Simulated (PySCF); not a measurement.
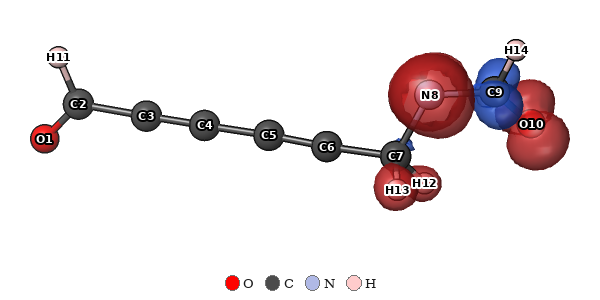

Figure 1: C7H4NO2, doublet, SMILES `O=CC#CC#CC[N]C=O`. Spin density ρα − ρβ at ±0.03 e/Å³ (red: excess α, blue: excess β).

PySCF calculation, ωB97X/6-31G*, gas phase; geometry: GFN2-xTB. No frequency check shows the geometry to be a minimum. The stability of the open-shell solution wasn't checked. GFN2-xTB doesn't know the spin state, so this open-shell geometry is rough.

How is the spin shared among the atoms?

Answer. Hirshfeld spin populations: N8 +0.63, O10 +0.24 and C7 +0.05. ⟨S²⟩ = 0.77, against 0.75 for a pure state. The picture also shows regions of β spin from spin polarisation; the Hirshfeld sums, whose atoms overlap, net them against the α spin of neighbours.
